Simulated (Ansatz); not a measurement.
# C4H5NO2 (succinimide): PBE0/6-31G(d) (spherical functions)

What is the electronic atomisation energy of C4H5NO2 (succinimide) at PBE0/6-31G* (spherical functions)? 

The calculation is run with Ansatz 0.2.0.

61 further runs of the same task are left out: 61 set aside as unsound or not needed.

### 1 The system as given

The species is C4H5NO2 (12 atoms), meant as a singlet with charge 0. SMILES: `O=C1CCC(=O)N1`. The coordinates come from a PBE0-D4/def2-TZVP relaxation.

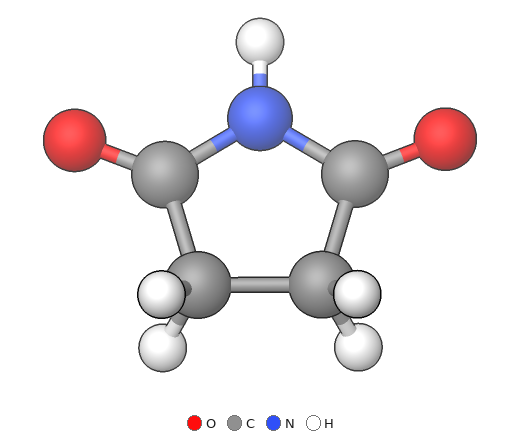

Viewed from a chosen angle; oxygen red, carbon grey, nitrogen blue, hydrogen white.

### 2 A single-point energy at PBE0/6-31G(d) (spherical functions)

File input.yaml:

```yaml
crystal:
  periodic: [false, false, false]
  atoms:
    - symbol: O
      position_ang: [1.639280, -0.871100, 1.691950]
    - symbol: C
      position_ang: [0.885440, -0.408080, 0.880820]
    - symbol: C
      position_ang: [-0.350350, -1.052550, 0.285480]
    - symbol: C
      position_ang: [-0.920300, -0.020680, -0.681700]
    - symbol: C
      position_ang: [0.015400, 1.168760, -0.600110]
    - symbol: O
      position_ang: [-0.058340, 2.206240, -1.199110]
    - symbol: N
      position_ang: [1.001240, 0.845500, 0.312040]
    - symbol: H
      position_ang: [-0.054050, -1.986800, -0.194010]
    - symbol: H
      position_ang: [-1.028670, -1.313250, 1.099360]
    - symbol: H
      position_ang: [-0.954610, -0.361510, -1.717620]
    - symbol: H
      position_ang: [-1.925900, 0.314600, -0.423070]
    - symbol: H
      position_ang: [1.750860, 1.478890, 0.545970]
basis:
  gaussian: {orbitals: 6-31G_st_-spherical.json}
hamiltonian: {xc: pbe0}
accuracy: high
output: {orbitals: {seedname: orbitals}}
```

The basis set 6-31G* is read from a file made from the Basis Set Exchange's data (not shown).

Launch:

```bash
$ ansatz run input.yaml --threads 1 --pin off --max-ram 3480MiB --events-out events.jsonl --progress --plain --runs-dir runs
```

Output:

```text
Warning: RAYON_NUM_THREADS=1 ignored (pool sized by the plan → 1); use --threads N
Functional definition: PBE0
  name "PBE0"
  parameter a = 0.25
  parameter kappa = 0.804
  parameter beta = 0.06672455060314922
  exchange = (1 - a)*pbe_x(kappa = kappa, mu = beta*pi^2/3) + a*exact_x
  correlation = pbe_c(beta = beta)
2634 factors; integrals over basis functions are off by at most 3.5e-9 eV
mean field evaluation 1: about -9795.5635 eV, gradient 6.3e1 eV
mean field evaluation 2: about -9787.3332 eV, gradient 9.4e1 eV
mean field evaluation 4: about -9802.9625 eV, gradient 3.6e0 eV
mean field evaluation 8: about -9803.3806 eV, gradient 4.8e-1 eV
mean field evaluation 16: about -9803.3811 eV, gradient 1.3e-4 eV
mean field -9803.38113029 eV, -360.2676115678 hartree, gradient 2.5e-8 eV, S^2 0.000000; 0 other end points of the search recorded, 0 dependent functions left out
reference -9803.38113189 eV, -360.2676116266 hartree; 26, 26 occupied and 82, 82 virtual orbitals, 2634 factors
Total energy: -9803.38113189 eV, -360.2676116266 hartree
```

Run time: 11 s. Hardware: 1 thread of Arm Neoverse V2, shared host; peak memory 0.44 GiB.

### 3 The C atom

File job.yaml:

```yaml
crystal:
  periodic: [false, false, false]
  atoms:
    - {symbol: C, position_ang: [0.000000, 0.000000, 0.000000]}
basis:
  gaussian:
    orbitals: 6-31G_st_-spherical.json
magnetization:
  spin_polarized: true
  initial_magnetization: 2
accuracy: high
hamiltonian:
  xc: pbe0
```

The basis set 6-31G* is read from a file made from the Basis Set Exchange's data (not shown).

Run the same way, it converges to -37.79246 Eh (log not shown).

### 4 The H atom at the same level

File job.yaml:

```yaml
crystal:
  periodic: [false, false, false]
  atoms:
    - {symbol: H, position_ang: [0.000000, 0.000000, 0.000000]}
basis:
  gaussian: {orbitals: "6-31G*"}
magnetization: {spin_polarized: true, initial_magnetization: 1}
hamiltonian: {xc: pbe0}
accuracy: high
```

Run the same way, it converges to -0.49911 Eh (log not shown).

### 5 The N atom, same level

File molecule.yaml:

```yaml
crystal:
  periodic: [false, false, false]
  atoms:
    - {symbol: N, position_ang: [0.000000, 0.000000, 0.000000]}
basis:
  gaussian: {orbitals: 6-31G_st_-spherical.json}
magnetization: {spin_polarized: true, initial_magnetization: 3}
hamiltonian: {xc: {name: PBE0}}
accuracy: high
```

The basis set 6-31G* is read from a file made from the Basis Set Exchange's data (not shown).

Run the same way, it converges to -54.52448 Eh (log not shown).

### 6 The O atom at the same level

File job.yaml:

```yaml
crystal:
  periodic: [false, false, false]
  atoms:
    - {symbol: O, position_ang: [0.000000, 0.000000, 0.000000]}
basis:
  gaussian: {orbitals: 6-31G_st_-spherical.json}
magnetization: {spin_polarized: true, initial_magnetization: 2}
hamiltonian: {xc: {name: PBE0}}
accuracy: high
```

The basis set 6-31G* is read from a file made from the Basis Set Exchange's data (not shown).

Launch:

```bash
$ ansatz run job.yaml --threads 1 --pin off --max-ram 3480MiB --events-out events.jsonl --progress --plain --runs-dir runs
```

Output, shortened:

```text
Warning: RAYON_NUM_THREADS=1 ignored (pool sized by the plan → 1); use --threads N
[... 7 set-up lines as earlier in the session ...]
96 factors; integrals over basis functions are off by at most 1.3e-9 eV
mean field evaluation 1: about -2040.3202 eV, gradient 4.9e0 eV
mean field evaluation 2: about -2040.3952 eV, gradient 2.2e0 eV
mean field evaluation 4: about -2040.4150 eV, gradient 2.3e-2 eV
mean field evaluation 8: about -2040.4147 eV, gradient 2.0e-4 eV
mean field -2040.41474199 eV, -74.9838587253 hartree, gradient 1.6e-9 eV, S^2 2.002340; 0 other end points of the search recorded, 0 dependent functions left out
reference -2040.41474244 eV, -74.9838587418 hartree; 5, 3 occupied and 9, 11 virtual orbitals, 96 factors
Total energy: -2040.41474244 eV, -74.9838587418 hartree
```

Run time: 0.24 s. Hardware: 1 thread of Arm Neoverse V2, shared host.

### 7 Summary of results

Level: PBE0/6-31G* (spherical functions).

```
                     quantity          value
       molecule: total energy  -360.26761 Eh
        molecule: HOMO energy       -7.39 eV
        molecule: LUMO energy       -0.30 eV
      molecule: HOMO–LUMO gap        7.09 eV
         C atom: total energy   -37.79246 Eh
                 C atom: ⟨S²⟩          2.002
         H atom: total energy    -0.49911 Eh
                 H atom: ⟨S²⟩          0.750
         N atom: total energy   -54.52448 Eh
                 N atom: ⟨S²⟩          3.752
         O atom: total energy   -74.98386 Eh
                 O atom: ⟨S²⟩          2.002
electronic atomisation energy      57.417 eV
```

In words: Taking the molecule apart into free atoms costs 57.42 eV (1324 kcal/mol), before zero-point energy and without spin-orbit coupling.
